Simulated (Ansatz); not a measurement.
The calculation's input:

```
crystal:
  periodic: [false, false, false]
  atoms:
    - {symbol: F, position_ang: [-0.762511, -0.447603, -3.178888]}
    - {symbol: H, position_ang: [-0.289910, -0.530160, -2.382879]}
    - {symbol: Si, position_ang: [-0.232522, 0.232593, 0.268421]}
    - {symbol: N, position_ang: [0.639963, 0.103609, 1.733145]}
    - {symbol: H, position_ang: [-1.591459, -0.324253, 0.464403]}
    - {symbol: H, position_ang: [-0.267123, 1.653360, -0.150340]}
    - {symbol: H, position_ang: [0.374860, -0.531967, -0.881453]}
    - {symbol: H, position_ang: [1.512159, 0.591126, 1.855790]}
    - {symbol: H, position_ang: [0.616642, -0.746604, 2.271701]}
basis:
  gaussian: {orbitals: "def2-TZVPPD.json"}
hamiltonian: {xc: pbe0, dispersion: d4}
output: {orbitals: {seedname: orbitals}}
```

Command:

```sh
ansatz run in.yaml --threads 4 --pin off --events-out ev --progress --plain --max-ram 9574MiB
```

Geometry: PBE0-D4/def2-TZVP.

Method: RKS PBE0-D4/def2-TZVPPD (Ansatz).

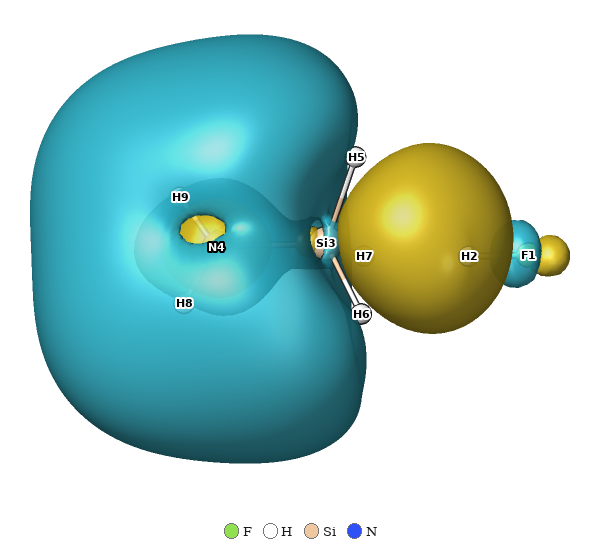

HF···H$_{5}$NSi. One frontier orbital at ±0.05 Å⁻³ᐟ² (yellow and cyan are the two phases), seen at a tilt.

Which orbital is it: HOMO or LUMO?

Answer. The LUMO, at −0.39 eV. Its weight (Hirshfeld) is mainly on Si3 (about 35 %), H8 (about 15 %), H9 (about 15 %) and N4 (about 10 %).
